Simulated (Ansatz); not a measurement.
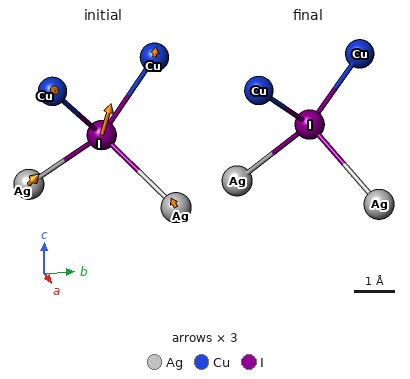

The structure of solid Ag$_{26}$Cu$_{6}$I$_{32}$ (a generated structure, set up in P1) before (left) and after (right) a relaxation, at one scale. The orange arrows give the displacements, 3 times their true length.

The picture is a ball-and-stick view of the atoms within 4.2 Å of the atom that moves most (axes of the cell of the calculation (origin shifted)), seen slightly off an axis.

Theory: DFT, PBEsol, PAW, plane waves (Ansatz 0.2.0). Settings: plane-wave cutoff 420 eV; k-point mesh 1 × 1 × 1; mesh shifted by (0.25, 0.25, 0.25); no spin polarisation; cell relaxed at fixed shape; force threshold 0.03 eV/Å; at most 80 steps.

> What changed between the two?

An I atom moves most relative to the cell: 0.29 Å along [0 1 3]. By element the largest moves are I 0.29 Å, Ag 0.15 Å, Cu 0.13 Å. Cell: a = b = c 12.708 → 12.697 Å (−0.1 %). Volume −0.3 %. Among the contacts that change: Cu–I 2.781 → 2.603 Å, Cu–I 2.757 → 2.614 Å, Ag–I 2.722 → 2.786 Å, Ag–I 2.756 → 2.785 Å. Among the angles between lasting bonds that change: Ag–I–Ag 109.7° → 101.8°, Cu–I–Cu 110.0° → 117.1°, Ag–I–Cu 110.1° → 106.9°. The space group stays P1 (No. 1). After 4 geometry steps the energy has fallen by 30.1 meV per atom. Largest force component: 1.1 eV/Å at the start, 0.021 eV/Å at the end. Pressure: 0.37 GPa at the start and 0.01 GPa at the end. Cost: 8.1 s on 1 × NVIDIA GB200 with 8 threads of Arm Neoverse-V2, peak memory 2.3 GiB.
